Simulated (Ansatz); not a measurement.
**GeH₃NO: a spread of methods and bases**

Aim: run GeH₃NO under a spread of inputs, and see what each costs and gives.

Program: Ansatz 0.2.0, Gaussian basis. Level of theory: the settings change from run to run. These are calculated values, not measurements.

**1. The molecule**

The structure was relaxed beforehand with PBE0-D4 in a triple-zeta def2 set.

SMILES `[NH2][Ge][OH]`, 6 atoms, charge 0, spin multiplicity 1.

Atoms are counted from 1 here; the program's logs count them from 0.

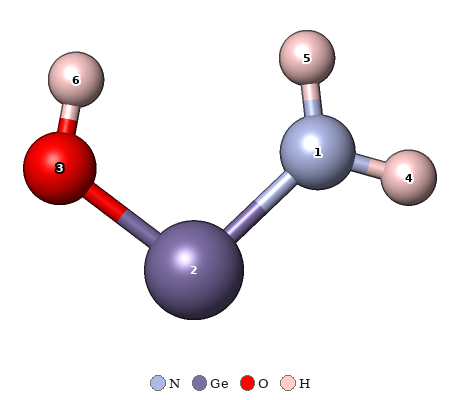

The structure; nitrogen light blue, germanium purple, oxygen red, hydrogen pink; atoms are numbered from 1 in the order of the file.

**2. RPA/def2-SVP**

Options: coordinates scaled by 1.12, high accuracy, the search for lower states set to full.

The input, in.yaml:

```yaml
crystal:
  periodic: [false, false, false]
  atoms:
    - {symbol: N, position_ang: [-0.871285, 0.058342, -0.636882]}
    - {symbol: Ge, position_ang: [0.644389, -1.294891, -0.376003]}
    - {symbol: O, position_ang: [1.685982, -0.347340, 1.055689]}
    - {symbol: H, position_ang: [-1.693713, -0.126654, -1.387930]}
    - {symbol: H, position_ang: [-1.014013, 1.039173, -0.093076]}
    - {symbol: H, position_ang: [1.295680, 0.599690, 1.386235]}
basis:
  gaussian: {orbitals: def2-SVP}
hamiltonian: {xc: {name: HF}}
correlation: {method: rpa}
accuracy: high
scf: {lower_state_search: full}
```

Started as:

```
> ansatz run in.yaml --threads 4 --pin off --events-out ev --progress --plain --max-ram 10444MiB
```

Output:

```text
Functional definition: HF
  name "HF"
  cite "Fock, Z. Phys. 61, 126 (1930) doi:10.1007/BF01340294"
  parent pbe
  exchange = exact_x
  correlation = 0
1556 factors; integrals over basis functions are off by at most 4.8e-9 eV
mean field evaluation 1: about -60024.0130 eV, gradient 4.6e1 eV
mean field evaluation 2: about -60024.0414 eV, gradient 4.6e1 eV
mean field evaluation 4: about -60028.7033 eV, gradient 2.9e0 eV
mean field evaluation 8: about -60028.7554 eV, gradient 1.8e-1 eV
mean field evaluation 16: about -60028.7558 eV, gradient 8.1e-9 eV
mean field -60028.75575383 eV, -2206.0160850013 hartree, gradient 8.1e-9 eV, S^2 0.000000; 0 other end points of the search recorded, 0 dependent functions left out
11 core orbitals not correlated: weight in the atoms' cores, before any rotation towards them, 1.000 or more for the frozen orbitals, at most 0.000 for the correlated occupied ones
reference -60028.75575383 eV, -2206.0160850013 hartree; 14, 14 occupied and 50, 50 virtual orbitals, 1556 factors
Total energy: -60045.82126744 eV, -2206.6432310589 hartree
```

It took 1 s on 4 threads of Arm Neoverse V1, shared host.

**3. wB97M-V/6-31G***

This run has charge +1, multiplicity 2, restricted open-shell orbitals.

The input, in.yaml:

```yaml
crystal:
  periodic: [false, false, false]
  atoms:
    - {symbol: N, position_ang: [-0.777933, 0.052091, -0.568645]}
    - {symbol: Ge, position_ang: [0.575347, -1.156153, -0.335717]}
    - {symbol: O, position_ang: [1.505341, -0.310125, 0.942580]}
    - {symbol: H, position_ang: [-1.512243, -0.113084, -1.239224]}
    - {symbol: H, position_ang: [-0.905369, 0.927833, -0.083104]}
    - {symbol: H, position_ang: [1.156857, 0.535438, 1.237710]}
basis:
  gaussian: {orbitals: "6-31G*"}
total_charge: 1
magnetization: {spin_polarized: false, initial_magnetization: 1}
hamiltonian: {xc: {name: wB97M-V}}
output: {forces: true}
```

The command is unchanged.

Output, shortened:

```text
Functional definition: wB97M-V
  name "wB97M-V"
  cite "Mardirossian & Head-Gordon, J. Chem. Phys. 144, 214110 (2016) doi:10.1063/1.4952647"
  cite "Becke, J. Chem. Phys. 107, 8554 (1997) doi:10.1063/1.475007"
  cite "Vydrov & Van Voorhis, J. Chem. Phys. 133, 244103 (2010) doi:10.1063/1.3521275"
  # Of w^i u^j: cxij and so on, Table III.
[...]
  gx(w, u) = 1 - cx + cx01*u + cx10*w
  gss(w, u) = css00 + css04*u^4 + css10*w + css20*w^2 + css43*w^4*u^3
  gos(w, u) = cos00 + cos10*w + (cos20 + cos21*u)*w^2 + (cos60 + cos61*u)*w^6
[...]
      + integral(e_c_pw_mod_opposite_spin*gos(b97_w_opposite, b97_u_opposite)) + vv10(b, c)
667 factors; integrals over basis functions are off by at most 5.0e-4 eV
171 factors; integrals over basis functions are off by at most 7.8e-6 eV
[...]
mean field -60083.02543116 eV, -2208.0104588578 hartree, gradient 4.7e-7 eV, S^2 0.750000; 4 other end points of the search recorded, 0 dependent functions left out
[...]
reference -60083.02546818 eV, -2208.0104602181 hartree; 25, 24 occupied and 46, 47 virtual orbitals, 667 factors
Total energy: -60083.02546818 eV, -2208.0104602181 hartree
Atom 0 at    -0.777933     0.052091    -0.568645 Å, force     0.413857    -2.029035    -1.034314 eV/Å
Atom 1 at     0.575347    -1.156153    -0.335717 Å, force    -0.768274     3.657562     1.850643 eV/Å
Atom 2 at     1.505341    -0.310125     0.942580 Å, force     0.726915    -2.341146    -1.002579 eV/Å
Atom 3 at    -1.512243    -0.113084    -1.239224 Å, force    -0.263704    -0.125464    -0.287581 eV/Å
Atom 4 at    -0.905369     0.927833    -0.083104 Å, force     0.462856     0.232911     0.511422 eV/Å
Atom 5 at     1.156857     0.535438     1.237710 Å, force    -0.571650     0.605172    -0.037590 eV/Å
Dipole moment:    -0.484267     0.112344    -0.296506 e Å
```

Wall time 16 s (4 threads of Arm Neoverse V1, shared host); peak memory 0.31 GiB.

Largest force 4.170 eV/Å.

**4. r2SCAN0/ANO-RCC-VTZP**

Set apart from the defaults: charge +1, multiplicity 2, restricted open-shell orbitals, D3(BJ) with three-body dispersion.

Edit in.yaml of step 3 so:

```diff
@@ -10,6 +10,5 @@
 basis:
-  gaussian: {orbitals: "6-31G*"}
+  gaussian: {orbitals: ANO-RCC-VTZP}
 total_charge: 1
 magnetization: {spin_polarized: false, initial_magnetization: 1}
-hamiltonian: {xc: {name: wB97M-V}}
-output: {forces: true}
+hamiltonian: {xc: {name: r2SCAN0}, dispersion: d3bjatm}
```

The command is unchanged.

Output, shortened:

```text
Functional definition: r2SCAN0
  name "r2SCAN0"
  cite "Bursch, Neugebauer, Ehlert & Grimme, J. Chem. Phys. 156, 134105 (2022) doi:10.1063/5.0086040"
  cite "Furness, Kaplan, Ning, Perdew & Sun, J. Phys. Chem. Lett. 11, 8208 (2020) doi:10.1021/acs.jpclett.0c02405"
  cite "Furness, Kaplan, Ning, Perdew & Sun, J. Phys. Chem. Lett. 11, 9248 (2020) doi:10.1021/acs.jpclett.0c03077"
  parent r2scan
[...]
1150 factors; their error is unknown
[...]
mean field -60689.03456629 eV, -2230.2808838059 hartree, gradient 7.1e-6 eV, S^2 0.750000; 2 other end points of the search recorded, 0 dependent functions left out
reference -60689.03458178 eV, -2230.2808843753 hartree; 25, 24 occupied and 120, 121 virtual orbitals, 1150 factors
Total energy: -60689.06291989 eV, -2230.2819257816 hartree
Relativity: scalar
```

Run time: 12 s. Hardware: 4 threads of Arm Neoverse V1, shared host; peak memory 0.62 GiB.

**5. wPBEh/cc-pVTZ-DK**

Options: atoms shaken by 0.03 Å, finite nuclei.

The input, in.yaml:

```yaml
crystal:
  periodic: [false, false, false]
  atoms:
    - {symbol: N, position_ang: [-0.728096, 0.029552, -0.558548]}
    - {symbol: Ge, position_ang: [0.535582, -1.137391, -0.350671]}
    - {symbol: O, position_ang: [1.531208, -0.302450, 0.967493]}
    - {symbol: H, position_ang: [-1.521912, -0.088267, -1.209465]}
    - {symbol: H, position_ang: [-0.857353, 0.966662, -0.041946]}
    - {symbol: H, position_ang: [1.168791, 0.539282, 1.230215]}
basis:
  gaussian: {orbitals: cc-pVTZ-DK, nuclear_model: gaussian}
hamiltonian: {xc: {name: wPBEh}}
```

Same command.

Output, shortened:

```text
Functional definition: wPBEh
  name "wPBEh"
  cite "Heyd, Scuseria & Ernzerhof, J. Chem. Phys. 118, 8207 (2003) doi:10.1063/1.1564060"
  cite "Krukau, Vydrov, Izmaylov & Scuseria, J. Chem. Phys. 125, 224106 (2006) doi:10.1063/1.2404663"
  cite "Heyd & Scuseria, J. Chem. Phys. 120, 7274 (2004) doi:10.1063/1.1668634"
  cite "Ernzerhof & Perdew, J. Chem. Phys. 109, 3313 (1998) doi:10.1063/1.476928"
  cite "Perdew, Burke & Ernzerhof, Phys. Rev. Lett. 77, 3865 (1996) doi:10.1103/PhysRevLett.77.3865"
  parent pbe
[...]
943 factors; their error is unknown
77 factors; integrals over basis functions are off by at most 3.9e-7 eV
[...]
mean field -60691.27121379 eV, -2230.3630790857 hartree, gradient 1.9e-5 eV, S^2 0.000000; 0 other end points of the search recorded, 0 dependent functions left out
reference -60691.27124553 eV, -2230.3630802520 hartree; 25, 25 occupied and 120, 120 virtual orbitals, 943 factors
Total energy: -60691.27124553 eV, -2230.3630802520 hartree
Relativity: scalar
```

It took 1.4 s on 4 threads of Arm Neoverse V1, shared host; peak memory 0.31 GiB.

**6. PBE-QIDH/pcseg-2**

This run has the search for lower states set to light.

The input, in.yaml:

```yaml
crystal:
  periodic: [false, false, false]
  atoms:
    - {symbol: N, position_ang: [-0.777933, 0.052091, -0.568645]}
    - {symbol: Ge, position_ang: [0.575347, -1.156153, -0.335717]}
    - {symbol: O, position_ang: [1.505341, -0.310125, 0.942580]}
    - {symbol: H, position_ang: [-1.512243, -0.113084, -1.239224]}
    - {symbol: H, position_ang: [-0.905369, 0.927833, -0.083104]}
    - {symbol: H, position_ang: [1.156857, 0.535438, 1.237710]}
basis:
  gaussian: {orbitals: pcseg-2}
hamiltonian: {xc: {name: PBE-QIDH}}
scf: {lower_state_search: light}
output: {forces: true}
```

The command is unchanged.

Output, shortened:

```text
Functional definition: PBE-QIDH
  name "PBE-QIDH"
  cite "Brémond, Sancho-García, Pérez-Jiménez & Adamo, J. Chem. Phys. 141, 031101 (2014) doi:10.1063/1.4890314"
  cite "Perdew, Burke & Ernzerhof, Phys. Rev. Lett. 77, 3865 (1996) doi:10.1103/PhysRevLett.77.3865"
[...]
895 factors; integrals over basis functions are off by at most 9.4e-4 eV
[...]
mean field -60079.70666320 eV, -2207.8884963847 hartree, gradient 7.7e-6 eV, S^2 0.000000; 0 other end points of the search recorded, 0 dependent functions left out
11 core orbitals not correlated: weight in the atoms' cores, before any rotation towards them, 1.000 or more for the frozen orbitals, at most 0.000 for the correlated occupied ones
reference -60079.70667498 eV, -2207.8884968177 hartree; 14, 14 occupied and 120, 120 virtual orbitals, 895 factors
second order -19.20534978 eV of doubles, -0.00000000 eV of singles
[...]
Total energy: -60086.10845824 eV, -2208.1237580132 hartree
Atom 0 at    -0.777933     0.052091    -0.568645 Å, force     0.028820    -0.030207     0.003442 eV/Å
Atom 1 at     0.575347    -1.156153    -0.335717 Å, force    -0.066045     0.393254     0.213839 eV/Å
Atom 2 at     1.505341    -0.310125     0.942580 Å, force    -0.316762     0.148182    -0.147592 eV/Å
Atom 3 at    -1.512243    -0.113084    -1.239224 Å, force     0.188231     0.032791     0.163340 eV/Å
Atom 4 at    -0.905369     0.927833    -0.083104 Å, force     0.047302    -0.227058    -0.113976 eV/Å
Atom 5 at     1.156857     0.535438     1.237710 Å, force     0.118454    -0.316963    -0.119053 eV/Å
Dipole moment:    -0.438266     0.319807    -0.122960 e Å
```

It took 4.4 s on 4 threads of Arm Neoverse V1, shared host; peak memory 0.47 GiB.

Largest force 0.452 eV/Å, dipole 2.67 D.

**7. r2SCAN50/STO-3G**

This run has charge +1, multiplicity 2, relativity set to scalar.

Edit in.yaml of step 6 so:

```diff
@@ -10,5 +10,5 @@
 basis:
-  gaussian: {orbitals: pcseg-2}
-hamiltonian: {xc: {name: PBE-QIDH}}
-scf: {lower_state_search: light}
-output: {forces: true}
+  gaussian: {orbitals: STO-3G}
+total_charge: 1
+magnetization: {spin_polarized: true, initial_magnetization: 1}
+hamiltonian: {xc: {name: r2SCAN50}, pseudopotentials: {relativity: scalar}}
```

Launched as before.

Output, shortened:

```text
Functional definition: r2SCAN50
  name "r2SCAN50"
  cite "Bursch, Neugebauer, Ehlert & Grimme, J. Chem. Phys. 156, 134105 (2022) doi:10.1063/5.0086040"
  cite "Furness, Kaplan, Ning, Perdew & Sun, J. Phys. Chem. Lett. 11, 8208 (2020) doi:10.1021/acs.jpclett.0c02405"
  cite "Furness, Kaplan, Ning, Perdew & Sun, J. Phys. Chem. Lett. 11, 9248 (2020) doi:10.1021/acs.jpclett.0c03077"
  parent r2scan
[...]
359 factors; integrals over basis functions are off by at most 2.6e-5 eV
[...]
mean field -59857.99573238 eV, -2199.7407699581 hartree, gradient 5.6e-6 eV, S^2 0.857934; 8 other end points of the search recorded, 0 dependent functions left out
reference -59857.99573550 eV, -2199.7407700730 hartree; 25, 24 occupied and 6, 7 virtual orbitals, 359 factors
Total energy: -59857.99573550 eV, -2199.7407700730 hartree
Relativity: scalar
```

Wall time 3 s (4 threads of Arm Neoverse V1, shared host).

⟨S²⟩ 0.858. The spin excess of 0.11 shows a contaminated determinant.

**8. B2GP-PLYP/def2-TZVPD**

This run has coordinates scaled by 0.92.

The input, in.yaml:

```yaml
crystal:
  periodic: [false, false, false]
  atoms:
    - {symbol: N, position_ang: [-0.715698, 0.047924, -0.523153]}
    - {symbol: Ge, position_ang: [0.529319, -1.063660, -0.308860]}
    - {symbol: O, position_ang: [1.384913, -0.285315, 0.867173]}
    - {symbol: H, position_ang: [-1.391264, -0.104038, -1.140086]}
    - {symbol: H, position_ang: [-0.832939, 0.853606, -0.076455]}
    - {symbol: H, position_ang: [1.064309, 0.492603, 1.138693]}
basis:
  gaussian: {orbitals: def2-TZVPD}
hamiltonian: {xc: {name: B2GP-PLYP}}
output: {forces: true}
```

Same command.

Output, shortened:

```text
Functional definition: B2GP-PLYP
  name "B2GP-PLYP"
  cite "Karton, Tarnopolsky, Lamère, Schatz & Martin, J. Phys. Chem. A 112, 12868 (2008) doi:10.1021/jp801805p"
  cite "Becke, Phys. Rev. A 38, 3098 (1988) doi:10.1103/PhysRevA.38.3098"
  cite "Lee, Yang & Parr, Phys. Rev. B 37, 785 (1988) doi:10.1103/PhysRevB.37.785"
[...]
1059 factors; integrals over basis functions are off by at most 9.0e-4 eV
[...]
mean field -60081.23381754 eV, -2207.9446182716 hartree, gradient 3.8e-6 eV, S^2 0.000000; 0 other end points of the search recorded, 0 dependent functions left out
11 core orbitals not correlated: weight in the atoms' cores, before any rotation towards them, 1.000 or more for the frozen orbitals, at most 0.000 for the correlated occupied ones
reference -60081.23392629 eV, -2207.9446222682 hartree; 14, 14 occupied and 133, 133 virtual orbitals, 1059 factors
second order -21.18585025 eV of doubles, -0.00000000 eV of singles
[...]
Total energy: -60088.86083238 eV, -2208.2249058973 hartree
Atom 0 at    -0.715698     0.047924    -0.523153 Å, force     0.103791    -0.026005     0.053915 eV/Å
Atom 1 at     0.529319    -1.063660    -0.308860 Å, force     1.137315    -5.873703    -3.042263 eV/Å
Atom 2 at     1.384913    -0.285315     0.867173 Å, force     4.416784    -2.141893     1.965302 eV/Å
Atom 3 at    -1.391264    -0.104038    -1.140086 Å, force    -3.449780    -0.771788    -3.151397 eV/Å
Atom 4 at    -0.832939     0.853606    -0.076455 Å, force    -0.580773     4.111499     2.293439 eV/Å
Atom 5 at     1.064309     0.492603     1.138693 Å, force    -1.627337     4.701890     1.881004 eV/Å
Dipole moment:    -0.436874     0.449708    -0.035326 e Å
```

Wall time 5.5 s (4 threads of Arm Neoverse V1, shared host); peak memory 0.52 GiB.

Largest force 6.712 eV/Å, dipole 3.02 D.

**9. rPW86-PBE/aug-pcseg-2**

Set apart from the defaults: multiplicity 3.

The input, in.yaml:

```yaml
crystal:
  periodic: [false, false, false]
  atoms:
    - {symbol: N, position_ang: [-0.777933, 0.052091, -0.568645]}
    - {symbol: Ge, position_ang: [0.575347, -1.156153, -0.335717]}
    - {symbol: O, position_ang: [1.505341, -0.310125, 0.942580]}
    - {symbol: H, position_ang: [-1.512243, -0.113084, -1.239224]}
    - {symbol: H, position_ang: [-0.905369, 0.927833, -0.083104]}
    - {symbol: H, position_ang: [1.156857, 0.535438, 1.237710]}
basis:
  gaussian: {orbitals: aug-pcseg-2}
magnetization: {spin_polarized: true, initial_magnetization: 2}
hamiltonian: {xc: {name: rPW86-PBE}}
```

Launched as before.

Output:

```text
Functional definition: rPW86-PBE
  name "rPW86-PBE"
  cite "Murray, Lee & Langreth, J. Chem. Theory Comput. 5, 2754 (2009) doi:10.1021/ct900365q"
  cite "Perdew, Burke & Ernzerhof, Phys. Rev. Lett. 77, 3865 (1996) doi:10.1103/PhysRevLett.77.3865"
  parent pbe
  exchange = rpw86_x
  correlation = pbe_c
995 factors; their error is unknown
mean field evaluation 1: about -60113.9906 eV, gradient 7.4e1 eV
mean field evaluation 2: about -59960.4925 eV, gradient 1.6e2 eV
mean field evaluation 4: about -60120.2464 eV, gradient 5.1e1 eV
mean field evaluation 8: about -60133.3122 eV, gradient 3.6e0 eV
mean field evaluation 16: about -60133.2417 eV, gradient 4.5e0 eV
mean field evaluation 32: about -60133.3415 eV, gradient 1.0e-5 eV
mean field evaluation 64: about -60130.0224 eV, gradient 3.9e0 eV
mean field -60133.34153919 eV, -2209.8595417222 hartree, gradient 1.7e-6 eV, S^2 2.002160; 6 other end points of the search recorded, 0 dependent functions left out
reference -60133.34169096 eV, -2209.8595472999 hartree; 26, 24 occupied and 194, 196 virtual orbitals, 995 factors
Total energy: -60133.34169096 eV, -2209.8595472999 hartree
```

Run time: 32 s. Hardware: 4 threads of Arm Neoverse V1, shared host; peak memory 0.79 GiB.

⟨S²⟩ 2.002.

**10. BHLYP/6-31G**

Set apart from the defaults: atoms shaken by 0.03 Å, a point charge of -1.00 e beside it, D3(BJ) with three-body dispersion.

The input, in.yaml:

```yaml
crystal:
  periodic: [false, false, false]
  atoms:
    - {symbol: N, position_ang: [-0.778469, 0.056257, -0.536233]}
    - {symbol: Ge, position_ang: [0.541160, -1.120858, -0.296091]}
    - {symbol: O, position_ang: [1.507553, -0.322329, 0.894519]}
    - {symbol: H, position_ang: [-1.577965, -0.119928, -1.239681]}
    - {symbol: H, position_ang: [-0.927554, 0.935481, -0.043918]}
    - {symbol: H, position_ang: [1.163152, 0.547500, 1.211983]}
basis:
  gaussian: {orbitals: 6-31G, point_charges: [{charge: -1.00, position_ang: [5.776, -0.498, 0.438]}]}
hamiltonian: {xc: {name: BHLYP}, dispersion: d3bjatm}
output: {forces: true}
```

The command is unchanged.

Output, shortened:

```text
Functional definition: BHLYP
  name "BHLYP"
  cite "Becke, J. Chem. Phys. 98, 1372 (1993) doi:10.1063/1.464304"
  cite "Becke, Phys. Rev. A 38, 3098 (1988) doi:10.1103/PhysRevA.38.3098"
  cite "Lee, Yang & Parr, Phys. Rev. B 37, 785 (1988) doi:10.1103/PhysRevB.37.785"
[...]
559 factors; integrals over basis functions are off by at most 3.5e-4 eV
[...]
mean field -60091.59717886 eV, -2208.3254647756 hartree, gradient 5.6e-5 eV, S^2 0.000000; 0 other end points of the search recorded, 0 dependent functions left out
[...]
reference -60091.59730883 eV, -2208.3254695518 hartree; 25, 25 occupied and 28, 28 virtual orbitals, 559 factors
Total energy: -60091.73930215 eV, -2208.3306877103 hartree
Atom 0 at    -0.778469     0.056257    -0.536233 Å, force    -3.290688     1.237947    -1.425223 eV/Å
Atom 1 at     0.541160    -1.120858    -0.296091 Å, force     0.378152    -2.667531    -1.582856 eV/Å
Atom 2 at     1.507553    -0.322329     0.894519 Å, force    -0.591720     2.183798     1.500910 eV/Å
Atom 3 at    -1.577965    -0.119928    -1.239681 Å, force     2.222141     0.362695     1.846288 eV/Å
Atom 4 at    -0.927554     0.935481    -0.043918 Å, force     0.112439    -0.373583    -0.320475 eV/Å
Atom 5 at     1.163152     0.547500     1.211983 Å, force     1.049960    -0.773926     0.022376 eV/Å
Dipole moment:    -0.385296     0.453962    -0.049920 e Å
```

Wall time 0.7 s (4 threads of Arm Neoverse V1, shared host).

Largest force 3.794 eV/Å, dipole 2.87 D.

**11. The runs in one table**

| level | charge | multiplicity | geometry | functions | energy (eV) | time |
| --- | --- | --- | --- | --- | --- | --- |
| RPA/def2-SVP | 0 | 1 | scaled | 75 | -60045.821 | 1 s |
| wB97M-V/6-31G* | 1 | 2 | relaxed | 71 | -60083.025 | 16 s |
| r2SCAN0/ANO-RCC-VTZP | 1 | 2 | relaxed | 145 | -60689.063 | 12 s |
| wPBEh/cc-pVTZ-DK | 0 | 1 | shaken | 145 | -60691.271 | 1.4 s |
| PBE-QIDH/pcseg-2 | 0 | 1 | relaxed | 145 | -60086.108 | 4.4 s |
| r2SCAN50/STO-3G | 1 | 2 | relaxed | 31 | -59857.996 | 3 s |
| B2GP-PLYP/def2-TZVPD | 0 | 1 | scaled | 158 | -60088.861 | 5.5 s |
| rPW86-PBE/aug-pcseg-2 | 0 | 3 | relaxed | 220 | -60133.342 | 32 s |
| BHLYP/6-31G | 0 | 1 | shaken, point charge | 53 | -60091.739 | 0.7 s |

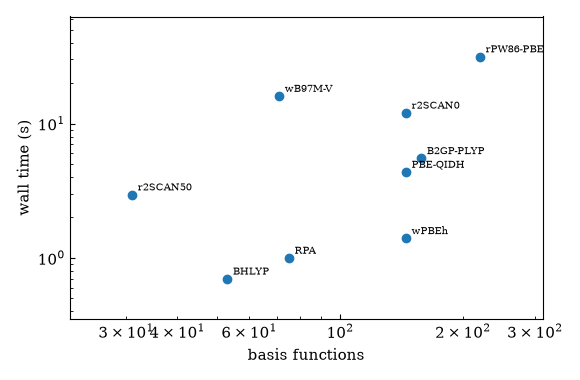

Wall time against the number of basis functions (shared host).

**12. Outcome**

| quantity | value |
| --- | --- |
| runs | 9 |
| quickest | BHLYP/6-31G, 0.7 s |
| slowest | rPW86-PBE/aug-pcseg-2, 32 s |

**Reading.** The runs differ in state or geometry as well as level, so their energies can't be set against each other. Run time spans a factor of 45, from BHLYP/6-31G to rPW86-PBE/aug-pcseg-2. The jobs differ in tasks and options as well as level. At the PBE0-D4/def2-TZVP geometry and in the same state, runs without warnings or point charges leave forces up to 0.45 eV/Å (PBE-QIDH/pcseg-2), against 6.7 eV/Å where the atoms were moved.
